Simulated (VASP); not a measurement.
## From one sheet to two: 1T-PtS2 monolayer

What are the lattice, gap and band positions of 1T-PtS2 monolayer, and what does a second sheet change?

Method: optB86b-vdW; plane waves and PAW (Pt, S), in the first sound run; inputs show where later runs differ, in VASP 6.6.1.

## Step 1: Starting point

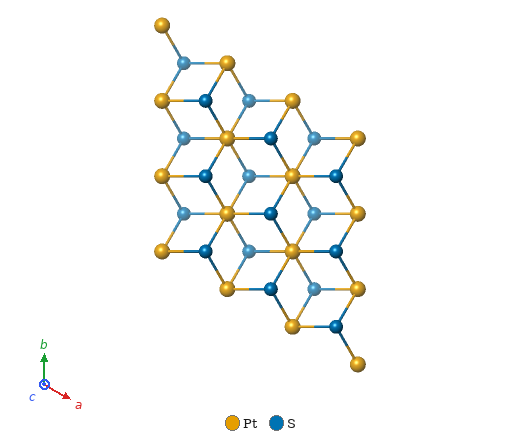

The starting structure, seen from above (platinum orange, sulfur blue). 3×3×1 cells are drawn. Some periodic images of atoms are drawn too.

The cell holds 3 atoms: 1 Pt and 2 S. Cell: a = 3.570 Å, b = 3.570 Å, c = 22.000 Å, α = 90.0°, β = 90.0°, γ = 120.0°. Vacuum lies along c.

Coordinates:

```cif
data_structure
_symmetry_space_group_name_H-M 'P 1'
_symmetry_Int_Tables_number 1
_cell_length_a 3.5700
_cell_length_b 3.5700
_cell_length_c 22.0000
_cell_angle_alpha 90.000
_cell_angle_beta 90.000
_cell_angle_gamma 120.000
_cell_volume 242.82
loop_
_atom_site_label
_atom_site_type_symbol
_atom_site_fract_x
_atom_site_fract_y
_atom_site_fract_z
_atom_site_occupancy
Pt1 Pt 0.00000 0.00000 0.50000 1
S2 S 0.33333 0.66667 0.44091 1
S3 S 0.66667 0.33333 0.55909 1
```

## Step 2: Relaxing the monolayer

The sheet's cell relaxes in its plane with the atoms, while the vacuum is kept.

Contents of INCAR:

```
SYSTEM = PtS2
PREC = Normal
ENCUT = 350
EDIFF = 1E-06
NELM = 120
ISMEAR = 0
SIGMA = 0.03
LREAL = .FALSE.
ALGO = Normal
GGA = MK
AGGAC = 0
LUSE_VDW = .TRUE.
PARAM1 = 0.1234
PARAM2 = 1
LASPH = .TRUE.
NBANDS = 17
LORBIT = 11
LWAVE = .FALSE.
LCHARG = .FALSE.
KPAR = 4
IBRION = 2
NSW = 50
ISIF = 3
EDIFFG = -0.015
POTIM = 0.4
IDIPOL = 3
LDIPOL = .TRUE.
DIPOL = 0.5 0.5 0.5
LATTICE_CONSTRAINTS = .TRUE. .TRUE. .FALSE.
```

Contents of POSCAR:

```
PtS2
1.0
    3.5700000000      0.0000000000      0.0000000000
   -1.7850000000      3.0917106915      0.0000000000
    0.0000000000      0.0000000000     22.0000000000
Pt S
1 2
Direct
    0.0000000000      0.0000000000      0.5000000000
    0.3333333333      0.6666666667      0.4409090909
    0.6666666667      0.3333333333      0.5590909091
```

Contents of KPOINTS:

```
Automatic mesh
0
Gamma
12 12 1
0 0 0
```

PAW data sets: Pt and S (PBE family, release 64).

Started as:

```
$ mpirun -np 4 vasp_std
```

What it wrote:

```text
[banner, memory and clock lines left out]
running    4 mpi-ranks, on    1 nodes
 distrk:  each k-point on    1 cores,    4 groups
 distr:  one band on    1 cores,    1 groups

 POSCAR found type information on POSCAR PtS
 POSCAR found :  2 types and       3 ions
|                                                                             |
|               ----> ADVICE to this user running VASP <----                  |
|                                                                             |
|     You have switched on vdW-DFT.                                           |
|     This routine was written and supplied by Jiri Klimes. We recommend      |
|     that you carefully read and cite the following publications:            |
|       J. Klimes, D.R. Bowler, A. Michelides                                 |
|          J. Phys.: Cond Matt. 22 022201 (2010)                              |
|       J. Klimes, D.R. Bowler, A. Michelides                                 |
|          Phys. Rev. B. 83, 195131 (2011)                                    |
|     and references therein.                                                 |
|                                                                             |

|                                                                             |
|               ----> ADVICE to this user running VASP <----                  |
|                                                                             |
|     You enforced a specific xc type in the INCAR file but a different       |
|     [... a line on the potential file left out ...]
|     I HOPE YOU KNOW WHAT YOU ARE DOING!                                     |
|                                                                             |

 LDA part: xc-table for (Slater+PW92), standard interpolation
 POSCAR, INCAR and KPOINTS ok, starting setup
 FFT: planning ... GRIDC
 FFT: planning ... GRID_SOFT
 FFT: planning ... GRID
 WAVECAR not read
 entering main loop
       N       E                     dE             d eps       ncg     rms          rms(c)
DAV:   1     0.148794535940E+03    0.14879E+03   -0.62315E+03   654   0.696E+02
DAV:   2     0.335907145056E+01   -0.14544E+03   -0.13840E+03   980   0.157E+02
DAV:   3    -0.109783103655E+02   -0.14337E+02   -0.14243E+02   808   0.624E+01
DAV:   4    -0.112344416306E+02   -0.25613E+00   -0.25583E+00   849   0.978E+00
DAV:   5    -0.112399569985E+02   -0.55154E-02   -0.55148E-02   896   0.137E+00    0.155E+01
DAV:   6    -0.102184233529E+02    0.10215E+01   -0.74484E+00   809   0.254E+01    0.106E+01
DAV:   7    -0.996149372760E+01    0.25693E+00   -0.20101E+00   753   0.141E+01    0.433E+00
DAV:   8    -0.992243450339E+01    0.39059E-01   -0.13894E-01   830   0.326E+00    0.102E+00
DAV:   9    -0.991697153583E+01    0.54630E-02   -0.26578E-02   856   0.147E+00    0.278E-01
DAV:  10    -0.991741862019E+01   -0.44708E-03   -0.22597E-03   731   0.316E-01    0.224E-01
DAV:  11    -0.991761718848E+01   -0.19857E-03   -0.55453E-04   831   0.215E-01    0.156E-01
DAV:  12    -0.991770375297E+01   -0.86564E-04   -0.21380E-04   734   0.136E-01    0.147E-01
DAV:  13    -0.991768401703E+01    0.19736E-04   -0.46321E-05   903   0.374E-02    0.736E-02
DAV:  14    -0.991768536642E+01   -0.13494E-05   -0.14848E-05   714   0.205E-02    0.352E-02
DAV:  15    -0.991770047521E+01   -0.15109E-04   -0.21073E-06   650   0.102E-02    0.243E-02
DAV:  16    -0.991775259804E+01   -0.52123E-04   -0.22862E-05   752   0.217E-02    0.149E-02
DAV:  17    -0.991775948637E+01   -0.68883E-05   -0.59562E-07   734   0.384E-03    0.107E-02
DAV:  18    -0.991778080752E+01   -0.21321E-04   -0.45726E-06   642   0.766E-03    0.377E-03
DAV:  19    -0.991779357673E+01   -0.12769E-04   -0.21594E-06   672   0.477E-03    0.266E-03
DAV:  20    -0.991780071631E+01   -0.71396E-05   -0.16586E-06   656   0.443E-03    0.322E-03
DAV:  21    -0.991780206243E+01   -0.13461E-05   -0.12942E-07   694   0.165E-03    0.129E-03
DAV:  22    -0.991780226908E+01   -0.20665E-06   -0.21243E-08   738   0.816E-04
   1 F= -.99178023E+01 E0= -.99178023E+01  d E =-.991780E+01
 curvature:   0.00 expect dE= 0.000E+00 dE for cont linesearch  0.000E+00
 trial: gam= 0.00000 g(F)=  0.487E-01 g(S)=  0.122E+00 ort = 0.000E+00 (trialstep = 0.100E+01)
 search vector abs. value=  0.171E+00
 bond charge predicted
       N       E                     dE             d eps       ncg     rms          rms(c)
DAV:   1    -0.103345184631E+02   -0.41672E+00   -0.15025E+01   676   0.283E+01    0.551E+00
DAV:   2    -0.100191387891E+02    0.31538E+00   -0.14813E+00   795   0.111E+01    0.287E+00
DAV:   3    -0.995430847282E+01    0.64830E-01   -0.13878E-01   759   0.332E+00    0.111E+00
DAV:   4    -0.994273379563E+01    0.11575E-01   -0.78780E-02   807   0.190E+00    0.511E-01
DAV:   5    -0.994285776189E+01   -0.12397E-03   -0.17938E-03   781   0.297E-01    0.342E-01
DAV:   6    -0.994307552326E+01   -0.21776E-03   -0.96423E-04   749   0.214E-01    0.118E-01
DAV:   7    -0.994309129020E+01   -0.15767E-04   -0.15627E-04   833   0.116E-01    0.232E-02
DAV:   8    -0.994309833855E+01   -0.70483E-05   -0.34705E-05   777   0.376E-02    0.221E-02
DAV:   9    -0.994310102380E+01   -0.26853E-05   -0.34245E-06   911   0.111E-02    0.125E-02
DAV:  10    -0.994310306422E+01   -0.20404E-05   -0.10179E-06   629   0.570E-03    0.523E-03
DAV:  11    -0.994310567875E+01   -0.26145E-05   -0.60564E-07   638   0.397E-03    0.165E-03
DAV:  12    -0.994310619093E+01   -0.51218E-06   -0.44276E-08   685   0.138E-03
   2 F= -.99431062E+01 E0= -.99431062E+01  d E =-.253039E-01
[...]
3 F= -.99702977E+01 E0= -.99702977E+01  d E =-.524955E-01
[...]
4 F= -.99737549E+01 E0= -.99737549E+01  d E =-.345714E-02
 ZBRENT: can't locate minimum, use default step
 trial-energy change:   -0.003457  1 .order   -0.003462   -0.003933   -0.002992
 step:   3.6741(harm=  3.8369)  dis= 0.03101  next Energy=    -9.978513 (dE=-0.821E-02)
 bond charge predicted
       N       E                     dE             d eps       ncg     rms          rms(c)
DAV:   1    -0.999169823420E+01   -0.17943E-01   -0.13830E+00   656   0.738E+00    0.102E+00
DAV:   2    -0.998074331939E+01    0.10955E-01   -0.10288E-01   747   0.259E+00    0.577E-01
DAV:   3    -0.997911723258E+01    0.16261E-02   -0.48926E-03   738   0.528E-01    0.273E-01
DAV:   4    -0.997834077231E+01    0.77646E-03   -0.42771E-03   704   0.383E-01    0.120E-01
DAV:   5    -0.997834491839E+01   -0.41461E-05   -0.10137E-04   747   0.721E-02    0.863E-02
DAV:   6    -0.997834297659E+01    0.19418E-05   -0.58063E-05   753   0.422E-02    0.141E-02
DAV:   7    -0.997834292180E+01    0.54792E-07   -0.37776E-06   882   0.111E-02
   5 F= -.99783429E+01 E0= -.99783429E+01  d E =-.804520E-02
 curvature:  -1.95 expect dE=-0.235E-04 dE for cont linesearch -0.486E-05
 trial: gam=-0.02748 g(F)=  0.534E-07 g(S)=  0.120E-04 ort = 0.104E-03 (trialstep = 0.147E+01)
 search vector abs. value=  0.958E-05
 reached required accuracy - stopping structural energy minimisation
```

Wall time 2 min (4 MPI ranks of Intel Xeon Platinum 8488C (Sapphire Rapids), shared host); peak memory 1.5 GiB.

The logs omit lines about the potential files and the build; timing stands in the text.

OUTCAR, selected parts (step 2):

```text
ion  position               nearest neighbor table
   1  0.000  0.000  0.500-   2 2.44   3 2.44   2 2.44   3 2.44   3 2.44   2 2.44
   2  0.333  0.667  0.441-   1 2.44   1 2.44   1 2.44
   3  0.667  0.333  0.559-   1 2.44   1 2.44   1 2.44

  LATTYP: Found a hexagonal cell.
 ALAT       =     3.5700000000
 C/A-ratio  =     6.1624649860

 Subroutine GETGRP returns: Found 12 space group operations
 (whereof 12 operations were pure point group operations)

The static configuration has the point symmetry D_3d.

 Found     19 irreducible k-points:

   k-points           NKPTS =     19   k-points in BZ     NKDIM =     19   number of bands    NBANDS=     17

   dimension x,y,z NGX =    16 NGY =   16 NGZ =  108
   dimension x,y,z NGXF=    32 NGYF=   32 NGZF=  216

   ENCUT  =  350.0 eV  25.72 Ry    5.07 a.u.   5.45  5.45 33.56*2*pi/ulx,y,z

   NELECT =      22.0000    total number of electrons

 k-points in reciprocal lattice and weights: Automatic mesh
   0.00000000  0.00000000  0.00000000       0.007
   0.08333333  0.00000000  0.00000000       0.042
   0.16666667  0.00000000  0.00000000       0.042
   0.25000000  0.00000000  0.00000000       0.042
   0.33333333  0.00000000  0.00000000       0.042
   0.41666667  0.00000000  0.00000000       0.042
   0.50000000  0.00000000  0.00000000       0.021
   0.08333333  0.08333333  0.00000000       0.042
   0.16666667  0.08333333  0.00000000       0.083
[...]
0.33333333  0.25000000  0.00000000       0.083
   0.33333333  0.33333333  0.00000000       0.014

 dipolmoment           0.000000      0.000000      0.000000 electrons x Angstroem

 average (electrostatic) potential at core
       1 -77.7882       2 -94.7814       3 -94.7814

 E-fermi :  -3.5014

 k-point     1 :       0.0000    0.0000    0.0000
  band No.  band energies     occupation
    ...
      7      -6.5161      2.00000
      8      -4.5105      2.00000
      9      -4.3906      2.00000
     10      -3.8642      2.00000
     11      -3.8642      2.00000
     12      -0.4375      0.00000
     13      -0.4375      0.00000
     14       1.4729      0.00000
     15       1.8715      0.00000
     16       2.3845      0.00000
    ...

 k-point     2 :       0.0833    0.0000    0.0000
  band No.  band energies     occupation
    ...
      7      -6.5868      2.00000
      8      -4.8688      2.00000
      9      -4.2563      2.00000
     10      -3.8211      2.00000
     11      -3.7287      2.00000
     12      -0.8619      0.00000
     13      -0.5531      0.00000
     14       1.6624      0.00000
     15       1.9948      0.00000
     16       2.5088      0.00000
    ...

 k-point     3 :       0.1667    0.0000    0.0000
  band No.  band energies     occupation
    ...
      7      -6.7270      2.00000
      8      -5.3847      2.00000
      9      -3.9877      2.00000
     10      -3.7982      2.00000
     11      -3.6801      2.00000
     12      -1.6077      0.00000
     13      -0.7697      0.00000
     14       2.1150      0.00000
     15       2.3172      0.00000
     16       2.8686      0.00000
    ...

Total vdW correction in eV:      3.5428178

  Total        0.0215539      0.0215539     -0.0907505     -0.0000000      0.0000000     -0.0000000
  in kB        0.1448297      0.1448297     -0.6097909     -0.0000000      0.0000000     -0.0000000
  external PRESSURE =      -0.1067105 kB  Pullay stress =       0.0000000 kB

  energy-cutoff  :      350.00
  volume of cell :      238.44
      direct lattice vectors                 reciprocal lattice vectors
     3.537631299  0.000000000  0.000000000     0.282675021  0.163202499  0.000000000
    -1.768815649  3.063678574  0.000000000    -0.000000000  0.326404998  0.000000000
     0.000000000  0.000000000 22.000000000     0.000000000  0.000000000  0.045454545

 POSITION                                       TOTAL-FORCE (eV/Angst)
 -----------------------------------------------------------------------------------
      3.53763      0.00000     11.00000         0.000000      0.000000     -0.000000
     -0.00000      2.04245      9.74918         0.000000      0.000000      0.000832
      1.76882      1.02123     12.25082        -0.000000     -0.000000     -0.000832
 -----------------------------------------------------------------------------------
    total drift:                               -0.000000     -0.000000      0.000000

  FREE ENERGIE OF THE ION-ELECTRON SYSTEM (eV)
  ---------------------------------------------------
  free  energy   TOTEN  =        -9.9783429218 eV

  energy  without entropy=       -9.9783429218  energy(sigma->0) =       -9.97834292

Total vdW correction in eV:      3.5429089

 reached required accuracy - stopping structural energy minimisation

 vacuum level on the upper side and lower side of the slab         1.903         1.903

 total charge
# of ion       s       p       d       tot
------------------------------------------
    1        0.688   0.768   7.973   9.429
    2        1.361   2.273   0.000   3.634
    3        1.361   2.273   0.000   3.634
--------------------------------------------------
tot          3.410   5.314   7.973  16.697

[... 3 further parts left out ...]
```

The gap is read on the k-mesh alone, so it is an upper bound where the band edges lie off the mesh. The PAW data sets were made with PBE, which is usual practice but a small mismatch for other functionals. The run keeps the 12 symmetry operations of its start, so it cannot find a distortion of lower symmetry.

The steps of the relaxation:

```
step  energy less that of the first step (eV)  largest force (eV/Å)  pressure (GPa)  volume (Å³)
   1                                   0.0000                0.7943           -1.43       242.82
   2                                  -0.0253                0.2763            1.11       229.38
   3                                  -0.0525                0.2016           -0.04       234.81
   4                                  -0.0560                0.1516           -0.03       235.72
   5                                  -0.0605                0.0008           -0.01       238.44
```

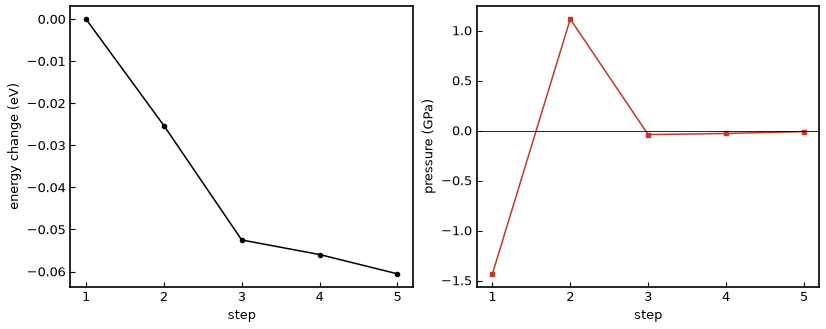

Energy and pressure along the relaxation.

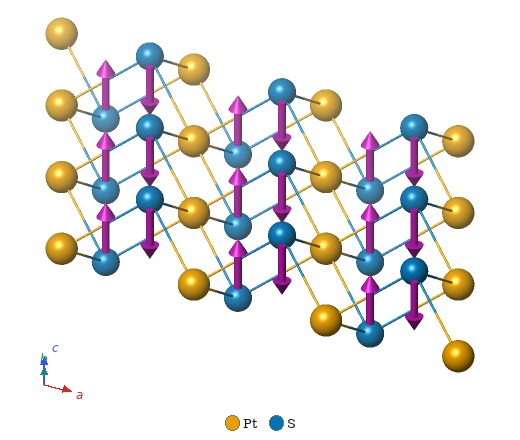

Displacements in the relaxation, exaggerated, measured against the changing cell; the longest in the cell stands for 0.05 Å. 3×3×1 cells are drawn. Some periodic images of atoms are drawn too.

```
cell as run  before  after  change
      a (Å)   3.570  3.538  -0.9 %
      b (Å)   3.570  3.538  -0.9 %
```

The atoms that moved most (Å, along periodic axes as changes of fractional coordinates times the final cell, across vacuum about the mean position):

```
atom     dx     dy      dz  length
  S3  0.000  0.000  -0.049   0.049
  S2  0.000  0.000   0.049   0.049
```

The relaxed structure:

```
Pt S
1.0
     3.53763    0.00000    0.00000
    -1.76882    3.06368    0.00000
     0.00000    0.00000   22.00000
Pt S
1 2
Direct
  0.00000 0.00000 0.50000
  0.33333 0.66667 0.44314
  0.66667 0.33333 0.55686
```

This step gave:

```yaml
electronic_cycles: 55
electrons: 22
free_energy_toten: -9.978 eV
fermi_energy: -3.501 eV
metallic: no
dipole_moment: 0, 0, 0 e·Å
gap_on_the_k_mesh: 1.802 eV
least_direct_gap_on_the_k_mesh: 1.957 eV
```

The run ended after 5 ionic steps, 0.061 eV below its first step, once forces and stress met EDIFFG = -0.015.

(Part 1 of 6 ends here.)

[Lines on the potential files, build, host, timing and source positions are cut from VASP's logs without a mark.]

[Logs are printed without paths, hosts, clocks, repeated set-up lines and the standing remarks that a program may print on its own settings, such as how far it seeks lower states.]

[Hosts, paths, dates, database ids (printed as entryN), source tags and the programs' standing remarks are cut or masked in the printed files.]

[Runs that stopped without an error message from VASP are left out.]
